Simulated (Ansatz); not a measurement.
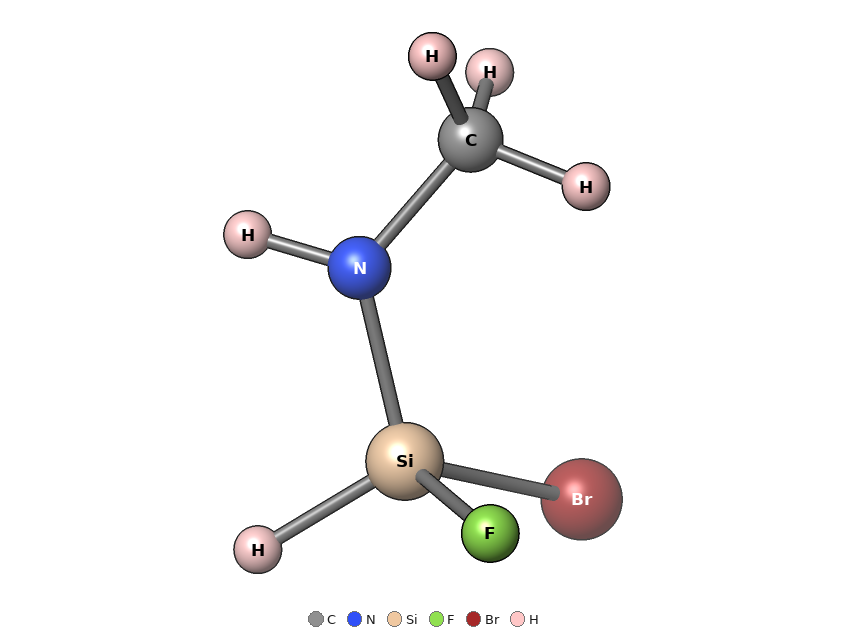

Orthographic view. Distant atoms are faded towards the background colour. Computed geometry: PBE-D4/def2-SVP optimisation. No frequency run is at hand to confirm it as a minimum.

### Write the InChI string.

InChI=1S/CH5BrFNSi/c1-4-5(2)3/h4-5H,1H3/t5-/m0/s1
